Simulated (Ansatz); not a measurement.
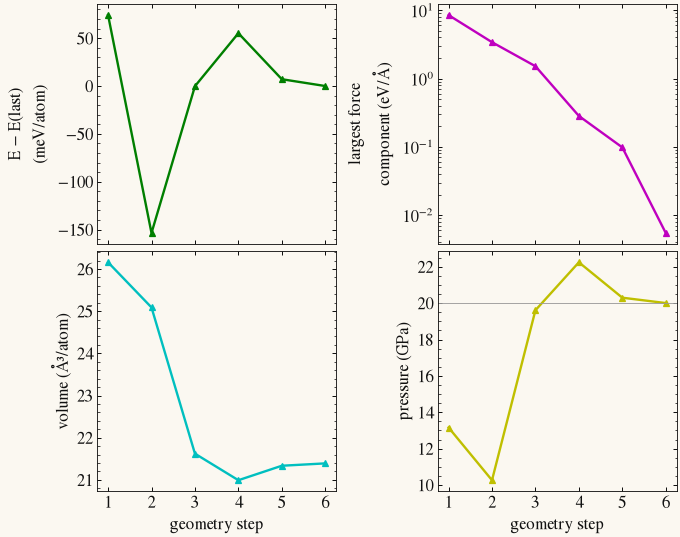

History of a geometry optimisation. Na₂BiPdCl₆ (I4/mmm, 10 atoms in the cell); DFT, PAW plane waves, PBE in Ansatz 0.2.0; cutoff 420 eV, 6×6×6 k-mesh, Fermi–Dirac smearing of 0.1 eV. Atoms and cell relax. A closing SCF on a freshly chosen basis isn't drawn.

The optimisation met its thresholds at geometry 6, counting the start as the first. The energy fell by about 74 meV/atom from the first step to the last, with a rise at steps 3 and 4. The target is 20 GPa, so the enthalpy and not the energy is minimised. The largest force component goes from about 8.5 eV/Å at the start to 5 × 10⁻³ eV/Å at the end. The volume shrinks from 26.2 to 21.4 Å³ per atom (−18 %), overshooting to 21.0 at step 4, as the pressure goes from 13 GPa to about 20 GPa.
